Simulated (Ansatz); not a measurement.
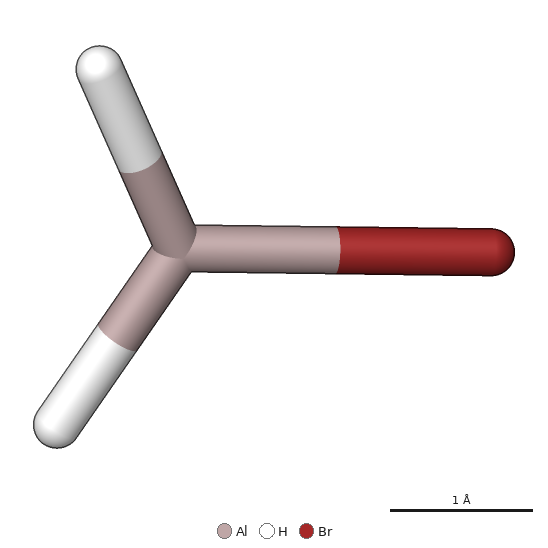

The picture shows a molecular structure as a stick model. Every bond is drawn as one stick, whatever its order.

**Give the formula.**

AlBrH2, 4 atoms: 1 aluminium, 1 bromine and 2 hydrogen.

**How many atoms are distinct by symmetry?**

3: 1 Al, 2 H, 1 Br.

**Count the bonded pairs by element.**

2 Al–H, 1 Al–Br. Sticks follow a distance rule.

**Give the symmetry (Schoenflies symbol).**

C2v.

The parts below concern this one geometry. Atoms keep their numbers from picture to picture. Computed geometry: PBE0-D4/def2-TZVP optimisation.

## Shape

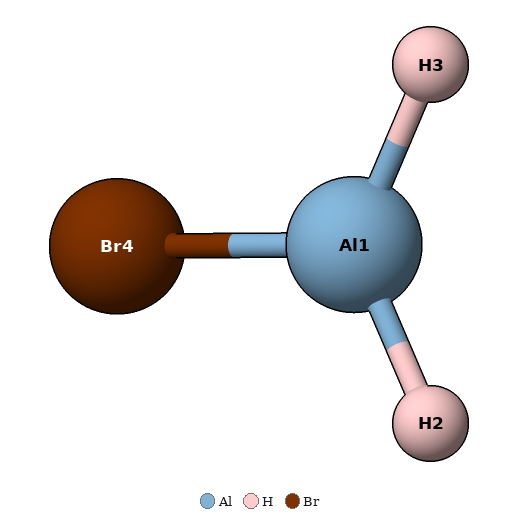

Give the bond lengths.

| bond | length (Å) |
| --- | --- |
| Al1–H2 | 1.576 |
| Al1–H3 | 1.576 |
| Al1–Br4 | 2.256 |

## Vibrations

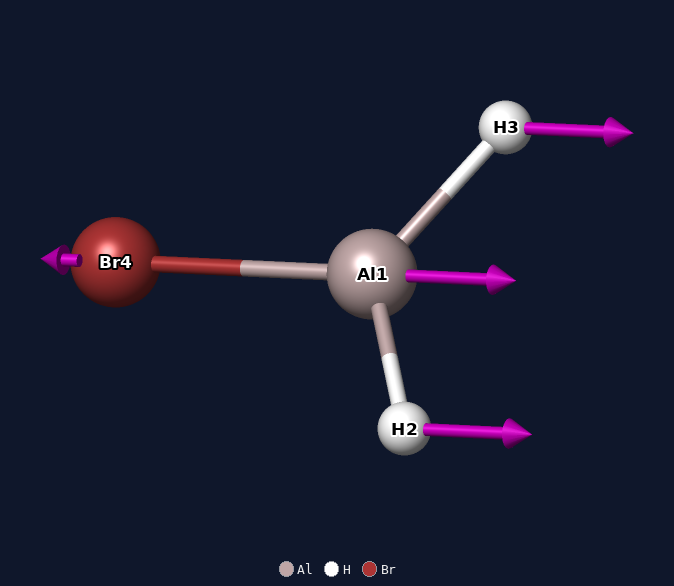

The arrows show one normal mode. Harmonic vibrations computed with RKS PBE0-D4/def2-TZVP (Ansatz 0.2.0) at a stationary point of the same level.

**What kind of motion is it?**

Mostly Al–Br stretching.

**At what wavenumber does it lie?**

414 cm⁻¹; it is mode 1 of 6 counted from the lowest.

## Dipole moment

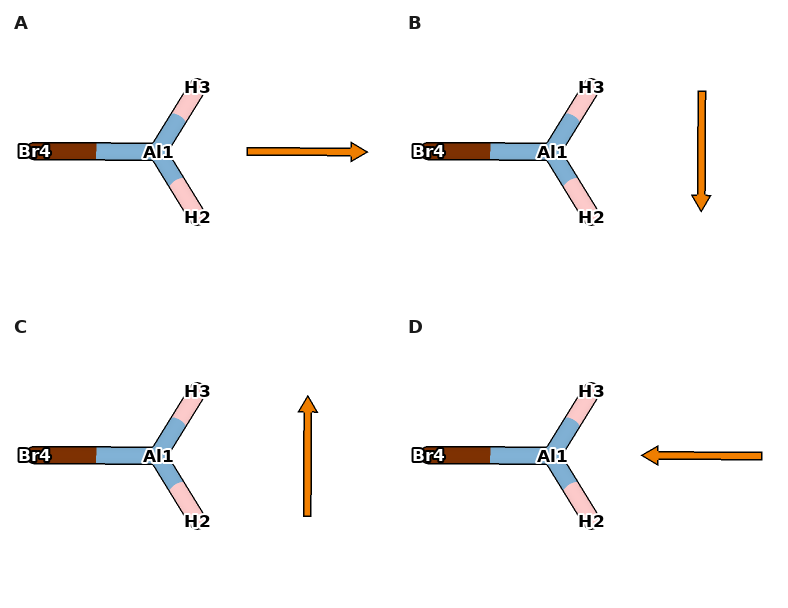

The same molecule four times, each with an arrow. Method: RKS PBE0-D4/def2-TZVP (Ansatz 0.2.0).

**Which arrow points along the dipole moment, from the negative to the positive end?**

A. The dipole moment is 1.20 D; it points from the side of Br4 to the side of H2, H3 (the outermost atoms at the two ends).

## Charges

The questions are on Mulliken charges. Level of theory: RKS PBE0-D4/def2-TZVP (Ansatz 0.2.0).

Give the Mulliken charges atom by atom.

```csv
atom,value (e)
Al1,0.42
H2,−0.08
H3,−0.08
Br4,−0.26
```

Mulliken values depend strongly on the basis set and can even reverse the polarity of a bond.
